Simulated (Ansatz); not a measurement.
**BaTiO3, pressure series**

Start from BaTiO3 (space group P4mm, No. 99; a = 3.985 Å, c = 4.204 Å).

Cell and atoms are relaxed at each pressure.

Calculations: Kohn–Sham DFT with the PBE functional, run in Ansatz (an electronic-structure program) with PAW and 420 eV plane waves, scalar-relativistic without spin-orbit coupling, earlier PAW set.

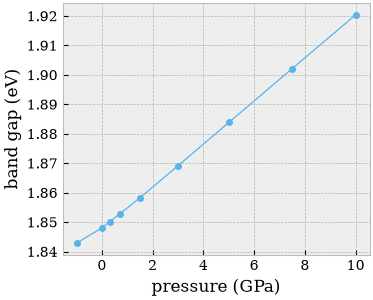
*Band gap against pressure*

| pressure (GPa) | band gap |
|---|---|
| -1 | 1.84 eV |
| 0.3 | 1.85 eV |
| 0.7 | 1.85 eV |
| 1.5 | 1.86 eV |
| 3 | 1.87 eV |
| 5 | 1.88 eV |
| 7.5 | 1.90 eV |
| 10 | 1.92 eV |

Load acts through the strain it causes; cell and atoms are relaxed under it. No phonon test of stability was made. Competing high-pressure phases were not computed. The final runs are not spin-polarised.
